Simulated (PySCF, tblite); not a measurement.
# C5H13NSi: geometry, infrared bands and NMR shifts

Wanted: the infrared bands and NMR shifts of C5H13NSi (`C=C[C@](C)(N)C[SiH3]`), by calculation.

Programs: tblite 0.8.0 and PySCF 2.14.0, with density-fitted response routines of our own. Each step states its level of theory. These are calculated values for one molecule in the gas phase, unless marked as measured. Atoms count from 0, in the outputs and in this text.

### Step 1. The molecule as given

20 atoms, charge 0, multiplicity 1; geometry from: force field or distance geometry start.

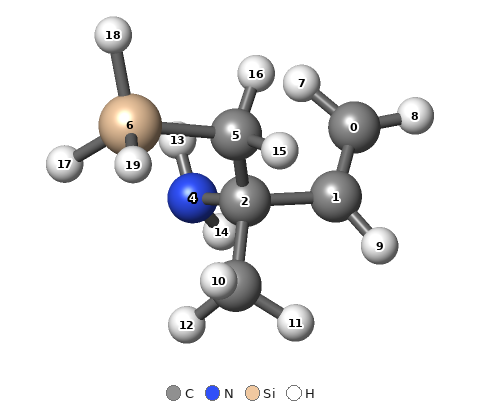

As it starts; carbon grey, nitrogen blue, silicon light orange, hydrogen white, atoms numbered; sticks join atoms by distance.

### Step 2. Geometry optimisation with GFN2-xTB

The job: settings as JSON, then the geometry in Å.

```
{"job": {"kind": "relax", "xc": "GFN2-xTB", "basis": "xTB"}, "charge": 0, "multiplicity": 1}
C     -2.004000     1.110900    -0.926900
C     -1.580000    -0.132600    -0.697800
C     -0.327300    -0.213500     0.171800
C     -0.087000    -1.688100     0.401000
N     -0.628600     0.394600     1.429500
C      0.765300     0.357300    -0.640700
Si     2.425400     0.391000     0.186700
H     -1.393400     1.903600    -0.454700
H     -2.873300     1.323900    -1.514900
H     -2.070000    -1.012500    -1.070400
H      0.883400    -2.015000    -0.004200
H     -0.918600    -2.297400    -0.066600
H     -0.124800    -1.948400     1.498200
H     -0.516700     1.409900     1.495300
H     -1.614000     0.161600     1.684600
H      0.864200    -0.294600    -1.540200
H      0.494600     1.367800    -0.996200
H      2.352200     0.280700     1.643000
H      3.128100     1.631300    -0.238400
H      3.219300    -0.719800    -0.362000
```

Command:

```sh
OMP_NUM_THREADS=1 python probes_run.py task.json out
```

One launch serves the whole session: the jobs run in the order shown.

Log:

```text
step      E/eV     max force
  0    -596.24947    2.436
  1    -596.48539    1.554
  2    -596.54188    1.128
  3    -596.58425    0.580
  4    -596.64941    0.667
  5    -596.69716    0.729
  6    -596.73597    0.423
  7    -596.75806    0.345
  8    -596.77931    0.425
  9    -596.80087    0.480
 10    -596.81548    0.286
 11    -596.82316    0.221
 12    -596.82890    0.222
 13    -596.83554    0.321
 14    -596.84288    0.281
 15    -596.84898    0.163
 16    -596.85347    0.165
 17    -596.85787    0.188
 18    -596.86299    0.198
 19    -596.86811    0.194
 20    -596.87283    0.161
 21    -596.87732    0.139
 22    -596.88135    0.157
 23    -596.88421    0.102
 24    -596.88574    0.079
 25    -596.88664    0.061
 26    -596.88748    0.077
 27    -596.88830    0.070
 28    -596.88901    0.068
 29    -596.88976    0.071
 30    -596.89078    0.100
 31    -596.89208    0.118
 32    -596.89329    0.093
 33    -596.89413    0.068
 34    -596.89479    0.077
 35    -596.89554    0.077
 36    -596.89638    0.083
 37    -596.89707    0.062
 38    -596.89754    0.050
 39    -596.89797    0.047
 40    -596.89851    0.056
 41    -596.89907    0.058
 42    -596.89955    0.051
 43    -596.90005    0.064
 44    -596.90069    0.073
 45    -596.90145    0.081
 46    -596.90216    0.063
 47    -596.90276    0.057
 48    -596.90339    0.069
 49    -596.90430    0.084
 50    -596.90549    0.077
 51    -596.90664    0.074
 52    -596.90762    0.098
 53    -596.90898    0.120
 54    -596.91140    0.160
 55    -596.91549    0.200
 56    -596.92093    0.272
 57    -596.92614    0.284
 58    -596.93190    0.383
 59    -596.94132    0.219
 60    -596.94966    0.175
 61    -596.96112    0.572
 62    -596.97354    0.282
 63    -596.98179    0.196
 64    -596.97204    0.712
 65    -596.99861    0.277
 66    -597.00640    0.178
 67    -597.00773    0.623
 68    -597.02712    0.146
 69    -597.03381    0.142
 70    -597.04304    0.313
 71    -597.04750    0.122
 72    -597.05022    0.105
 73    -597.05608    0.093
 74    -597.05872    0.117
 75    -597.06045    0.140
 76    -597.06163    0.095
 77    -597.06279    0.103
 78    -597.06389    0.084
 79    -597.06516    0.081
 80    -597.06624    0.094
 81    -597.06701    0.085
 82    -597.06758    0.058
 83    -597.06809    0.044
 84    -597.06849    0.033
 85    -597.06869    0.026
 86    -597.06883    0.043
 87    -597.06900    0.030
 88    -597.06925    0.032
 89    -597.06946    0.028
 90    -597.06961    0.025
 91    -597.06975    0.027
 92    -597.06994    0.032
 93    -597.07019    0.045
 94    -597.07046    0.043
 95    -597.07067    0.035
 96    -597.07080    0.020
 97    -597.07089    0.024
 98    -597.07101    0.033
 99    -597.07118    0.039
100    -597.07140    0.041
101    -597.07163    0.047
102    -597.07184    0.041
103    -597.07205    0.034
104    -597.07228    0.043
105    -597.07255    0.045
106    -597.07279    0.039
107    -597.07299    0.033
108    -597.07316    0.032
109    -597.07336    0.036
110    -597.07357    0.039
111    -597.07379    0.038
112    -597.07398    0.037
113    -597.07415    0.024
114    -597.07430    0.029
115    -597.07441    0.030
116    -597.07450    0.024
117    -597.07458    0.017
118    -597.07466    0.018
119    -597.07473    0.021
120    -597.07481    0.027
121    -597.07492    0.032
122    -597.07508    0.035
123    -597.07523    0.029
124    -597.07534    0.017
125    -597.07540    0.016
126    -597.07545    0.017
127    -597.07552    0.018
128    -597.07558    0.015
129    -597.07564    0.023
130    -597.07569    0.013
131    -597.07574    0.014
132    -597.07579    0.016
133    -597.07585    0.018
134    -597.07591    0.019
135    -597.07598    0.021
136    -597.07605    0.023
137    -597.07611    0.020
138    -597.07619    0.025
139    -597.07628    0.032
140    -597.07637    0.028
141    -597.07645    0.019
142    -597.07651    0.016
143    -597.07656    0.011
144    -597.07660    0.010
145    -597.07662    0.011
146    -597.07665    0.012
147    -597.07668    0.013
148    -597.07672    0.014
149    -597.07678    0.019
150    -597.07687    0.025
151    -597.07700    0.036
152    -597.07722    0.039
153    -597.07748    0.044
154    -597.07776    0.038
155    -597.07797    0.053
156    -597.07819    0.041
157    -597.07843    0.040
158    -597.07884    0.066
159    -597.07907    0.042
160    -597.07946    0.042
161    -597.07998    0.066
162    -597.08019    0.039
163    -597.08044    0.044
164    -597.08075    0.058
165    -597.08089    0.039
166    -597.08107    0.038
167    -597.08130    0.041
168    -597.08159    0.046
169    -597.08209    0.045
170    -597.08293    0.066
171    -597.08437    0.088
172    -597.07510    0.422
173    -597.08569    0.074
174    -597.08643    0.059
175    -597.08721    0.234
176    -597.08902    0.064
177    -597.09021    0.066
178    -597.09025    0.268
179    -597.09347    0.078
180    -597.09507    0.071
181    -597.09620    0.191
182    -597.09876    0.060
183    -597.09953    0.062
184    -597.09988    0.086
185    -597.10066    0.044
186    -597.10102    0.038
187    -597.10169    0.049
188    -597.10190    0.039
189    -597.10220    0.041
190    -597.10251    0.036
191    -597.10280    0.053
192    -597.10313    0.046
193    -597.10347    0.045
194    -597.10373    0.039
195    -597.10406    0.046
196    -597.10447    0.051
197    -597.10490    0.044
198    -597.10528    0.036
199    -597.10560    0.032
200    -597.10587    0.025
201    -597.10609    0.024
202    -597.10623    0.029
203    -597.10634    0.037
204    -597.10648    0.032
205    -597.10667    0.027
206    -597.10681    0.025
207    -597.10694    0.031
208    -597.10714    0.036
209    -597.10753    0.039
210    -597.10813    0.048
211    -597.10877    0.055
212    -597.10930    0.044
213    -597.10972    0.038
214    -597.11010    0.036
215    -597.11039    0.027
216    -597.11054    0.018
217    -597.11061    0.016
218    -597.11065    0.015
219    -597.11069    0.012
220    -597.11071    0.009
```

Run time: 1.6 s. Hardware: 1 thread of Arm Neoverse V1, shared host.

The steps of the relaxation: (not every step is listed)

```tsv
step	energy from step 0 (eV)	largest force (eV/Å)
0	0.0000	2.4364
1	-0.2359	1.5540
2	-0.2924	1.1280
3	-0.3348	0.5805
4	-0.3999	0.6675
5	-0.4477	0.7292
6	-0.4865	0.4227
7	-0.5086	0.3448
8	-0.5298	0.4247
28	-0.6395	0.0677
48	-0.6539	0.0694
68	-0.7776	0.1457
88	-0.8198	0.0322
108	-0.8237	0.0324
128	-0.8261	0.0152
148	-0.8273	0.0136
168	-0.8321	0.0464
188	-0.8524	0.0393
208	-0.8577	0.0364
215	-0.8609	0.0269
216	-0.8611	0.0182
217	-0.8611	0.0156
218	-0.8612	0.0150
219	-0.8612	0.0124
220	-0.8612	0.0094
```

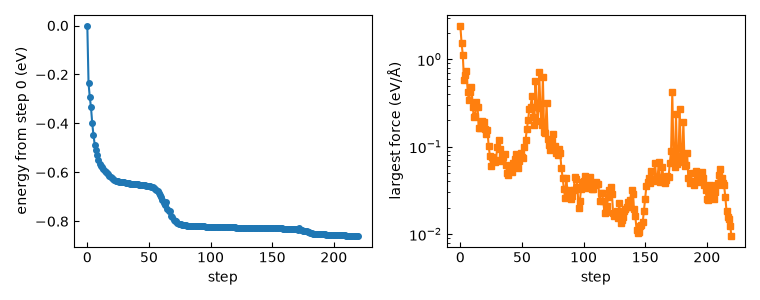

Energy and force, step by step.

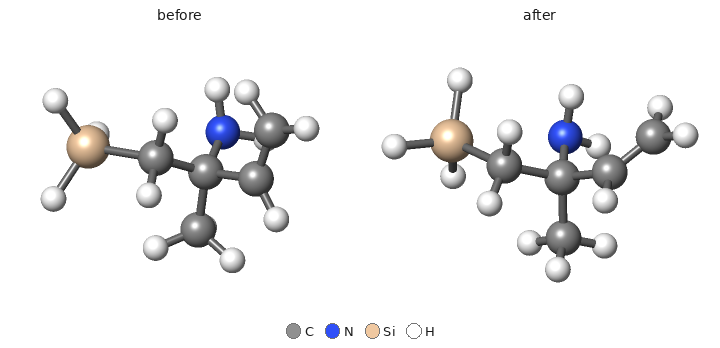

The geometry before (left) and after (right).

Distances of close pairs at the start and the end, largest changes first:

```tsv
bond	before (Å)	after (Å)	change (Å)
C2–C5	1.476	1.533	+0.056
C5–Si6	1.855	1.905	+0.050
C3–H11	1.132	1.089	-0.043
C3–H12	1.128	1.086	-0.042
C2–N4	1.429	1.459	+0.030
N4–H14	1.044	1.015	-0.029
C0–H7	1.106	1.079	-0.027
C5–H15	1.115	1.089	-0.027
```

The next job starts from the end point, and lists it.

### Step 3. Vibrational analysis with GFN2-xTB

The job: settings as JSON, then the geometry in Å.

```
{"job": {"kind": "ir", "xc": "GFN2-xTB", "basis": "xTB"}, "charge": 0, "multiplicity": 1}
C     -2.469020     0.907517    -0.549431
C     -1.452252     0.154236    -0.925696
C     -0.252208    -0.213643    -0.084633
C     -0.234423    -1.735459     0.086033
N     -0.226014     0.390703     1.242922
C      1.030433     0.266943    -0.772026
Si     2.381382     0.493889     0.551944
H     -2.545329     1.333640     0.439037
H     -3.283859     1.134515    -1.215777
H     -1.424067    -0.252626    -1.928510
H     -0.174339    -2.227554    -0.881517
H     -1.143704    -2.068622     0.584860
H      0.621711    -2.028490     0.686319
H     -0.398713     1.387233     1.170962
H     -0.936705    -0.012228     1.845477
H      1.328064    -0.428832    -1.554627
H      0.842226     1.224962    -1.260602
H      2.218945     1.756924     1.268859
H      3.657643     0.561601    -0.181482
H      2.455081    -0.634029     1.474853
```

Log:

```text
mode    cm-1     km/mol
  1      72.4      0.14
  2      91.3      9.89
  3     149.9      7.17
  4     200.5      3.32
  5     209.6      0.17
  6     261.3     14.07
  7     284.2      2.97
  8     334.6      1.71
  9     387.1     12.90
 10     405.1     10.17
 11     415.0      5.55
 12     520.7     31.56
 13     536.8     48.37
 14     591.6     31.53
 15     659.4      3.56
 16     758.6     55.39
 17     767.3     60.48
 18     789.2    108.19
 19     798.6     25.95
 20     816.3    363.13
 21     825.4    202.77
 22     892.8     11.69
 23     938.9     29.89
 24     956.7     93.21
 25     991.4     20.51
 26    1015.8     29.26
 27    1024.4      2.21
 28    1027.9     14.98
 29    1084.3     35.69
 30    1161.1     22.60
 31    1225.1     27.12
 32    1269.8     42.13
 33    1276.0     13.40
 34    1299.6      3.00
 35    1400.6      7.47
 36    1421.8      0.42
 37    1483.5      0.69
 38    1492.9      1.59
 39    1497.0      1.83
 40    1555.5     30.18
 41    1708.7      9.32
 42    2173.7    410.81
 43    2266.9    278.65
 44    2284.9    292.60
 45    2969.6     53.16
 46    3004.3     24.35
 47    3013.4     43.81
 48    3037.3     18.72
 49    3052.0     42.56
 50    3055.0     27.63
 51    3086.2     35.63
 52    3115.9     55.78
 53    3385.6      6.63
 54    3417.0      6.30
```

Wall time 0.73 s (1 thread of Arm Neoverse V1, shared host).

Which atoms move in the most intense modes:

```tsv
cm⁻¹	km/mol	atoms
767	60.5	C5 24 %, H19 18 %, H16 16 %, H17 11 %
789	108.2	C5 25 %, H15 18 %, H19 15 %, H17 12 %
816	363.1	H18 36 %, H19 35 %, Si6 12 %
825	202.8	H18 43 %, H17 33 %
957	93.2	N4 26 %, H13 19 %, H10 15 %, H12 12 %
2174	410.8	H18 96 %
2267	278.6	H17 96 %
2285	292.6	H19 96 %
```

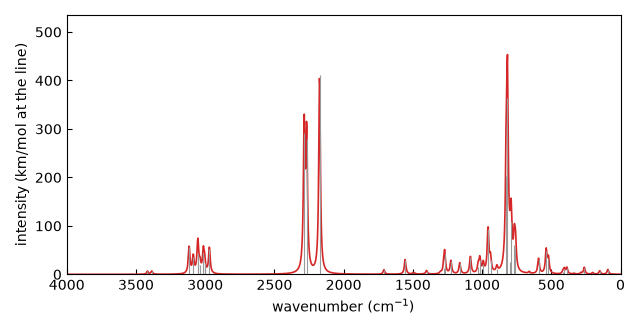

The infrared spectrum from these modes, unscaled. Lines are broadened to a width of 14 cm⁻¹ (Lorentzian).

### Step 4. Shielding tensors: PBE0/pcSseg-1

Settings changed since step 3:

```diff
@@ -1,2 +1,2 @@
-{"job": {"kind": "ir", "xc": "GFN2-xTB", "basis": "xTB"}, "charge": 0, "multiplicity": 1}
+{"job": {"kind": "nmr", "xc": "PBE0", "basis": "pcSseg-1"}, "charge": 0, "multiplicity": 1}
 C     -2.469020     0.907517    -0.549431
```

Method: GIAO PBE0/pcSseg-1 NMR shielding, non-relativistic, gas phase.

Log:

```text
coarse grid: 16176 points
cycle   1  E = -541.9953631188  dE =  5.686e-01  |g| = 4.836e-01  |ddm| = 3.842e+00
cycle   2  E = -541.9856017111  dE =  9.761e-03  |g| = 5.343e-01  |ddm| = 9.360e-01
cycle   3  E = -542.0543854453  dE = -6.878e-02  |g| = 5.881e-02  |ddm| = 5.425e-01
cycle   4  E = -542.0550051244  dE = -6.197e-04  |g| = 2.797e-02  |ddm| = 8.445e-02
cycle   5  E = -542.0551817057  dE = -1.766e-04  |g| = 5.668e-03  |ddm| = 2.828e-02
cycle   6  E = -542.0551871795  dE = -5.474e-06  |g| = 3.189e-03  |ddm| = 7.043e-03
cycle   7  E = -542.0551897145  dE = -2.535e-06  |g| = 3.378e-04  |ddm| = 3.018e-03
final grid: 148800 points
cycle   8  E = -542.0956832053  dE = -5.444e-05  |g| = 9.327e-03  |ddm| = 4.922e-02
cycle   9  E = -542.0956721606  dE =  1.104e-05  |g| = 1.150e-02  |ddm| = 2.073e-02
cycle  10  E = -542.0957046254  dE = -3.246e-05  |g| = 1.310e-03  |ddm| = 1.244e-02
cycle  11  E = -542.0957050194  dE = -3.939e-07  |g| = 3.601e-04  |ddm| = 1.459e-03
cycle  12  E = -542.0957050479  dE = -2.854e-08  |g| = 1.327e-04  |ddm| = 3.515e-04
cycle  13  E = -542.0957050520  dE = -4.051e-09  |g| = 3.244e-05  |ddm| = 1.522e-04
cycle  14  E = -542.0957050522  dE = -2.401e-10  |g| = 6.065e-06  |ddm| = 3.491e-05
converged SCF energy = -542.0957050522

GIAO shielding tensors (ppm)
atom      isotropic    diamagn.    paramagn.     s11        s22        s33       span
  0 C       76.343     254.710    -178.367    -30.550     85.652    173.927    204.476
  1 C       25.469     257.218    -231.750   -104.347     37.165    143.587    247.934
  2 C      133.734     242.152    -108.418    125.626    130.901    144.677     19.051
  3 C      157.330     247.985     -90.655    133.328    153.577    185.084     51.756
  4 N      202.058     318.331    -116.273    168.463    213.182    224.528     56.064
  5 C      159.975     252.605     -92.630    133.732    148.966    197.228     63.496
  6 Si     436.911     878.761    -441.849    409.642    431.065    470.026     60.384
  7 H       26.546      33.371      -6.825     23.057     25.187     31.393      8.336
  8 H       26.571      28.874      -2.303     24.229     25.024     30.459      6.230
  9 H       25.047      32.824      -7.777     21.649     24.321     29.172      7.523
 10 H       30.723      31.484      -0.761     27.034     28.214     36.921      9.887
 11 H       31.010      31.348      -0.337     26.938     28.774     37.319     10.381
 12 H       29.815      31.492      -1.677     25.295     29.255     34.896      9.600
 13 H       30.683      35.386      -4.703     26.156     26.933     38.960     12.804
 14 H       30.762      34.494      -3.733     24.952     27.086     40.247     15.295
 15 H       30.577      32.557      -1.980     26.081     29.045     36.603     10.521
 16 H       30.496      32.503      -2.007     26.422     29.653     35.413      8.990
 17 H       27.810      29.246      -1.436     23.668     26.631     33.131      9.463
 18 H       27.999      28.307      -0.308     24.425     25.400     34.171      9.746
 19 H       27.536      29.168      -1.632     23.617     27.006     31.985      8.368
```

Run time: 29 s. Hardware: 1 thread of Arm Neoverse V1, shared host; peak memory 0.86 GiB.

The references, computed at this level on geometries of the same kind, shield at (ppm): ¹H TMS 31.72, ¹³C TMS 186.9, ²⁹Si TMS 349.2, ¹⁵N NH3 267.7. Their shielding less the atom's gives the shift. The references are single molecules in the gas phase, so shifts against H2O, NH3, PH3, H3PO4 or CFCl3 are not on the usual liquid scales and can be off by tens of ppm. Atoms listed in one row are averaged.

```tsv
atoms	environment	σ (ppm)	δ (ppm)	δ scaled to CDCl3
C1	alkene CH	25.5	161.5	155.7
C0	terminal =CH2 carbon	76.3	110.6	106.0
C2	allylic fully substituted sp3 carbon bonded to N	133.7	53.2	50.0
C3	methyl carbon	157.3	29.6	27.0
C5	sp3 CH2 bonded to Si	160.0	26.9	24.4
H9	hydrogen on an alkene CH	25.05	6.67	6.39
H7	hydrogen on a terminal =CH2 carbon	26.55	5.17	4.98
H8	hydrogen on a terminal =CH2 carbon	26.57	5.15	4.96
H17, H18, H19	hydrogen on a silicon bonded to C	27.78	3.94	–
H16	hydrogen on an sp3 CH2 bonded to Si	30.50	1.22	1.26
H10, H11, H12	hydrogen on a methyl carbon	30.52	1.20	1.24
H15	hydrogen on an sp3 CH2 bonded to Si	30.58	1.14	1.18
H13, H14	hydrogen on an amine nitrogen	30.72	0.99	–
N4	amine nitrogen	202.1	65.7	–
Si6	silicon bonded to C, 3 H	436.9	-87.8	–
```

The scaled column applies a straight-line fit of computed shieldings to shifts measured in CDCl3 (root-mean-square error 0.16 ppm for H, 1.9 ppm for C).

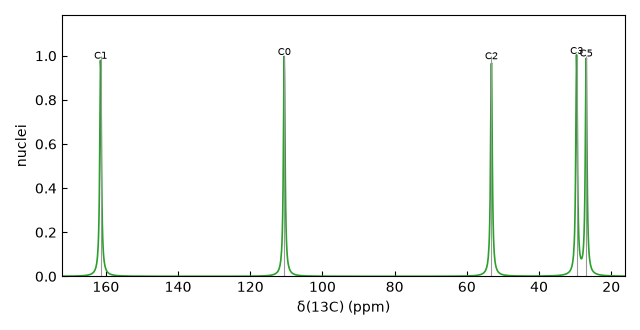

¹³C lines at the computed shifts, without couplings. Lines are broadened to a width of 0.54 ppm (Lorentzian).

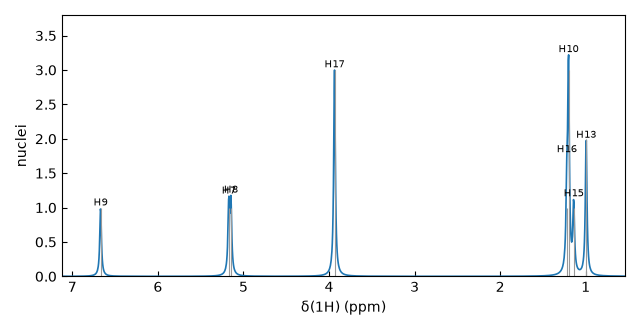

¹H lines at the computed shifts, without couplings. Lines are broadened to a width of 0.02 ppm (Lorentzian).

Charges from the same density, by scheme (e):

```tsv
atoms	Mulliken	IAO	Hirshfeld	ESP fit
C0	-0.14	-0.34	-0.12	-0.40
C1	-0.10	-0.14	-0.04	-0.31
C2	-0.33	0.14	0.06	0.73
C3	-0.14	-0.42	-0.12	-0.55
N4	-0.40	-0.55	-0.19	-0.94
C5	-0.42	-0.54	-0.16	-0.40
Si6	0.55	0.61	0.28	0.42
```

Mulliken charges:

C0 -0.14; C1 -0.10; C2 -0.33; C3 -0.14; N4 -0.40; C5 -0.42; Si6 0.55; H7 0.09; H8 0.12; H9 0.09; H10 0.11; H11 0.11; H12 0.13; H13 0.19; H14 0.18; H15 0.14; H16 0.14; H17 -0.10; H18 -0.12; H19 -0.09

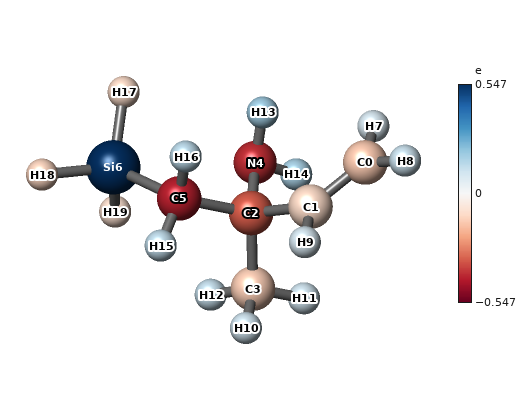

Mulliken charges, as colours on the atoms.

Mayer bond orders: C0–C1 2.00, C1–C2 0.97, C2–C3 1.01, C2–N4 1.02, C2–C5 0.97, C5–Si6 0.89.

### Step 5. Outcome

| quantity | value |
| --- | --- |
| strongest single infrared mode (GFN2-xTB) | 2174 cm⁻¹, 411 km/mol |
| zero-point energy (GFN2-xTB) | 103.6 kcal/mol |
| ¹³C shifts against TMS (PBE0/pcSseg-1) | 161.5, 110.6, 53.2, 29.6, 26.9 ppm |
| ¹H shifts against TMS (PBE0/pcSseg-1, means over atoms taken as alike) | 6.67, 5.17, 5.15, 3.94, 1.22, 1.20, 1.14, 0.99 ppm |
| ¹⁵N shifts against NH3 (PBE0/pcSseg-1) | 65.7 ppm |
| ²⁹Si shifts against TMS (PBE0/pcSseg-1) | -87.8 ppm |

**Reading.** The optimisation took 220 steps and gained 0.861 eV; among the close pairs (by a distance rule), C2–C5 changed most, from 1.476 to 1.533 Å. All 54 modes are real, so the xTB geometry is a minimum. The strongest single mode, at 2174 cm⁻¹, moves mainly H18. Unscaled tight-binding wavenumbers are off by several per cent, some by more. Its intensities can rank the bands wrongly. C1 (alkene CH) lies farthest downfield among carbon, at 161.5 ppm; the olefinic region. H9 (hydrogen on an alkene CH) lies farthest downfield among hydrogen, at 6.67 ppm; olefinic region. At PBE0/pcSseg-1: Shielding is most anisotropic at C1 (span 248 ppm, paramagnetic term -232 ppm).
